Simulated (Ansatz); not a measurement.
**BNH3Cl (SMILES NBCl) at revPBE/aug-cc-pVDZ**

What is the vertical singlet–triplet gap of BNH3Cl at revPBE/aug-cc-pVDZ? 

Program for the calculation: Ansatz 0.2.0.

61 further runs of the same task are left out: 61 set aside as unsound or not needed.

## (1) The structure to begin with

BNH3Cl has 6 atoms, charge 0, and is taken as a singlet. SMILES: `NBCl`. Geometry: relaxed at PBE0-D4/def2-TZVP.

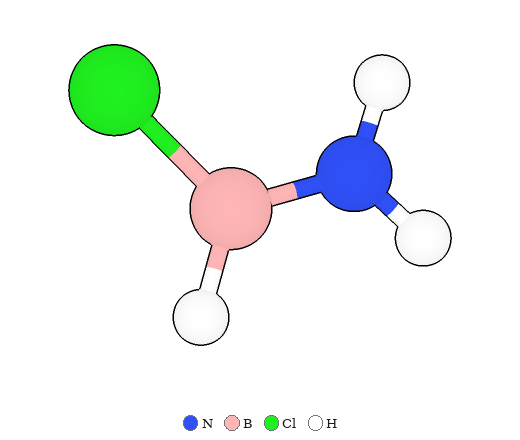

Viewed from a chosen angle; nitrogen blue, boron pink, chlorine green, hydrogen white.

## (2) A single-point energy at revPBE/aug-cc-pVDZ

Contents of job.yaml:

```yaml
crystal:
  periodic: [false, false, false]
  atoms:
    - {symbol: N, position_ang: [-0.395600, -0.007800, -0.658000]}
    - {symbol: B, position_ang: [0.369600, -0.158900, 0.483700]}
    - {symbol: Cl, position_ang: [0.529900, 1.189300, 1.616000]}
    - {symbol: H, position_ang: [-0.511800, -0.749300, -1.326600]}
    - {symbol: H, position_ang: [-0.878600, 0.844500, -0.888200]}
    - {symbol: H, position_ang: [0.928800, -1.181900, 0.727100]}
basis:
  gaussian:
    orbitals: aug-cc-pVDZ
output: {orbitals: {seedname: orbitals}}
accuracy: high
hamiltonian:
  xc: {name: revPBE}
```

The run is started by

```console
$ ansatz run job.yaml --threads 1 --pin off --max-ram 3480MiB --events-out events.jsonl --progress --plain --runs-dir runs
```

Standard output:

```text
Warning: RAYON_NUM_THREADS=1 ignored (pool sized by the plan → 1); use --threads N
Functional definition: revPBE
  name "revPBE"
  parameter kappa = 1.245
  parameter beta = 0.06672455060314922
  exchange = pbe_x(kappa = kappa, mu = beta*pi^2/3)
  correlation = pbe_c(beta = beta)
1994 factors; integrals over basis functions are off by at most 3.2e-9 eV
mean field evaluation 1: about -14727.3000 eV, gradient 6.9e1 eV
mean field evaluation 2: about -14693.5329 eV, gradient 1.2e2 eV
mean field evaluation 4: about -14737.3660 eV, gradient 1.1e1 eV
mean field evaluation 8: about -14737.6951 eV, gradient 1.1e-1 eV
mean field evaluation 16: about -14737.6952 eV, gradient 1.5e-6 eV
mean field -14737.69518480 eV, -541.6003084726 hartree, gradient 2.0e-8 eV, S^2 0.000000; 0 other end points of the search recorded, 0 dependent functions left out
reference -14737.69519334 eV, -541.6003087868 hartree; 16, 16 occupied and 84, 84 virtual orbitals, 1994 factors
Total energy: -14737.69519334 eV, -541.6003087868 hartree
```

Wall time 6.6 s (1 thread of Arm Neoverse V1, shared host); peak memory 0.25 GiB.

## (3) The triplet

Contents of molecule.yaml:

```yaml
crystal:
  periodic: [false, false, false]
  atoms:
    - {symbol: N, position_ang: [-0.395600, -0.007800, -0.658000]}
    - {symbol: B, position_ang: [0.369600, -0.158900, 0.483700]}
    - {symbol: Cl, position_ang: [0.529900, 1.189300, 1.616000]}
    - {symbol: H, position_ang: [-0.511800, -0.749300, -1.326600]}
    - {symbol: H, position_ang: [-0.878600, 0.844500, -0.888200]}
    - {symbol: H, position_ang: [0.928800, -1.181900, 0.727100]}
basis:
  gaussian:
    orbitals: aug-cc-pVDZ
hamiltonian:
  xc: {name: revPBE}
output: {orbitals: {seedname: orbitals}}
magnetization:
  spin_polarized: true
  initial_magnetization: 2
accuracy: high
```

The run is started by

```console
$ ansatz run molecule.yaml --threads 1 --pin off --max-ram 3480MiB --events-out events.jsonl --progress --plain --runs-dir runs
```

Standard output (excerpt; [...] marks lines left out):

```text
Warning: RAYON_NUM_THREADS=1 ignored (pool sized by the plan → 1); use --threads N
[... 2 set-up lines as earlier in the session ...]
[...]
1994 factors; integrals over basis functions are off by at most 3.2e-9 eV
[...]
mean field -14731.74775924 eV, -541.3817446149 hartree, gradient 2.8e-8 eV, S^2 2.004953; 8 other end points of the search recorded, 0 dependent functions left out
reference -14731.74776607 eV, -541.3817448658 hartree; 17, 15 occupied and 83, 85 virtual orbitals, 1994 factors
Total energy: -14731.74776607 eV, -541.3817448658 hartree
```

It took 37 s on 1 thread of Arm Neoverse V1, shared host; peak memory 0.35 GiB.

## (4) What came out

Level: revPBE/aug-cc-pVDZ.

```
                                        quantity          value
                           singlet: total energy  -541.60031 Eh
                            singlet: HOMO energy       -7.05 eV
                            singlet: LUMO energy       -0.80 eV
                          singlet: HOMO–LUMO gap        6.25 eV
                           triplet: total energy  -541.38174 Eh
     triplet: HOMO energy (highest over α and β)       -1.44 eV
                                   triplet: ⟨S²⟩          2.005
vertical energy of the triplet above the singlet       5.947 eV
```

At this shape the triplet lies 5.95 eV (137 kcal/mol) above the singlet.
